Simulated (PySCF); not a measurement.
SMILES CC(O)=[OH+] (C2H5O2 (cation, charge +1)) at its B3LYP/def2-SVP optimised geometry (Å):

```
9

C      0.7747    -0.8049     0.0133
C      0.0589     0.4886     0.0000
O     -1.2159     0.4886     0.0000
O      0.6392     1.6358    -0.0029
H      1.3359    -0.8953     0.9611
H      0.0642    -1.6358    -0.0725
H      1.5039    -0.8392    -0.8140
H     -1.6161     1.3861     0.0000
H      1.6161     1.6065    -0.0036
```

Computed with B3LYP/def2-TZVP (PySCF).

Map of the electron localisation function on the plane z = 1.0 Å:

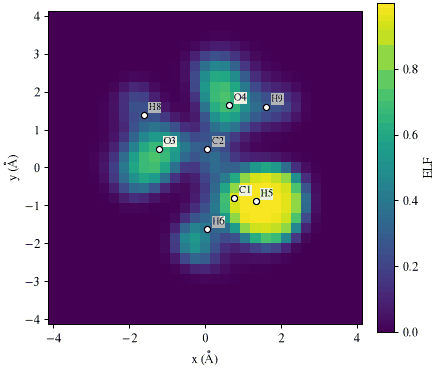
Fig. 1. Electron localisation function on the plane z = 1.0 Å.
